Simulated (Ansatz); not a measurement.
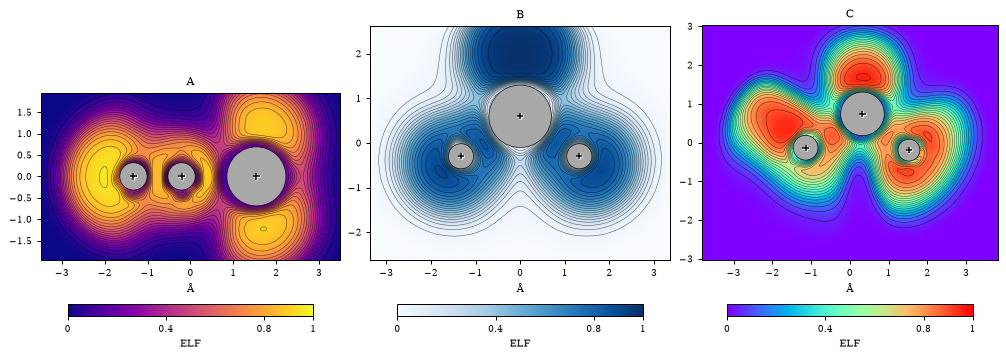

The electron localisation function of 3 systems, each on a plane through atoms (crosses mark nuclei in the plane; grey discs cover the cores).

All numbers below come from Ansatz 0.2.0, isolated molecule in a Gaussian basis; Kohn-Sham density functional theory, functional PBE0.

System 1: N$_{2}$Se (SMILES N#[N+][Se-]), a plane that holds the molecular axis. Geometry: PBE0-D3(BJ)/def2-SVP.

```
atom   x (Å)   y (Å)    z (Å)
   N  0.0000  0.0000  -1.3307
   N  0.0000  0.0000  -0.2081
  Se  0.0000  0.0000   1.5387
```

System 2: O$_{2}$Si (SMILES O=[Si]=O) (triplet), the molecular plane. Geometry: r2SCAN-D4/def2-SVP.

```xyz
3

O    -0.2797   -1.0383    1.2565
O     1.4644   -0.1026   -0.5081
Si    0.0042    0.0599    0.1271
```

System 3: H$_{2}$NOS (SMILES NS[O]) (doublet), the plane of atoms N1, S3 and O2. Geometry: B3LYP-D3(BJ)/def2-SVP.

```xyz
5

N     0.2048   -1.1297    1.8491
O    -1.6940    0.4854    2.7946
S    -0.5907    0.3783    1.7545
H    -0.4302   -1.9115    1.6704
H     0.6602   -1.2685    2.7546
```

Which map belongs to which system?

Answer. Panel A is system 1, N$_{2}$Se: the plane holds N and Se. N–N (1.12 Å): the ELF peaks at about 0.85 between the atoms; a multiple bond. Panel B is system 2, O$_{2}$Si: the plane holds O and Si. Si–O (1.60 Å): the ELF peaks at about 0.85 between the atoms: a polar covalent bond. Panel C is system 3, H$_{2}$NOS: the plane holds N, O and S. S–O (1.52 Å): the ELF peaks at about 0.80 between the atoms, as expected for a polar covalent bond.
